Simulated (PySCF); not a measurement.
```xyz
13

C    -1.0151    1.7581    0.1075
C    -1.3357    0.5350   -0.2949
C    -0.4333   -0.6123   -0.2905
C    -0.8069   -1.8222   -0.7054
O     0.8302   -0.4018    0.1614
Al    2.3588   -0.1575    0.7101
Br    3.1286    1.8267    1.4338
H    -1.7251    2.5660    0.0813
H    -0.0308    2.0024    0.4795
H    -2.3272    0.3145   -0.6629
H    -1.8025   -2.0035   -1.0640
H    -0.1210   -2.6506   -0.6914
H     3.2756   -1.3543    0.7178
```

Geometry: GFN2-xTB.

These are results of CAM-B3LYP/def2-SVPD, SCF density, gas phase (PySCF), not measurements.

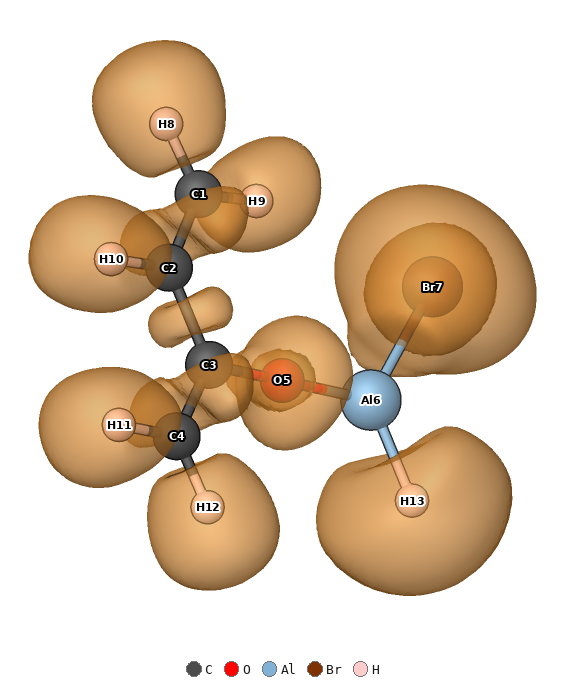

C₄H₆AlBrO. Isosurface of the electron localisation function at 0.75 (orange), seen at an oblique angle. Only the valence region is drawn (cores and ρ < 0.01 e/Å³ removed).

What do the ELF domains correspond to?

Answer. The ELF exceeds this value in three regions between bonded C–C atoms (shared pairs), six regions around hydrogen nuclei, one region on Br in which the atom's valence shell and bonds are merged and one region on O in which the atom's valence shell and bonds are merged.

Values along the shortest contacts:
C–C (1.33 Å): the ELF peaks at about 0.95 between the atoms; a short, multiple covalent bond. C–O (1.36 Å): the ELF peaks at about 0.90 between the atoms: a shared but strongly polarised pair.
